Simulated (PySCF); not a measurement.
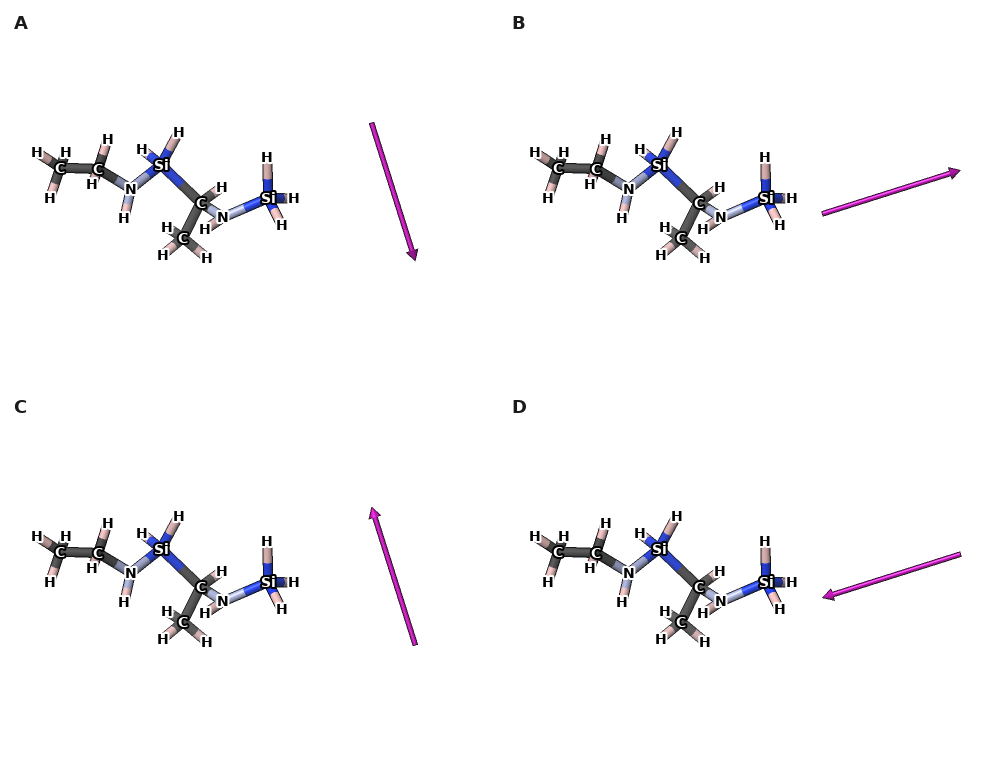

The same molecule four times, each with an arrow. Computed geometry: GFN2-xTB optimisation. No frequency run is at hand to confirm it as a minimum. Level of theory: PBE0/pcSseg-1, gas phase (PySCF 2.14.0).

Which arrow points along the dipole moment, from the negative to the positive end?

Answer. D. The dipole moment is 1.93 D.

The geometry is semi-empirical. Around Si such bond lengths and angles can be off by a tenth of an ångström or more and by several degrees, and values that hang on the shape move with them.
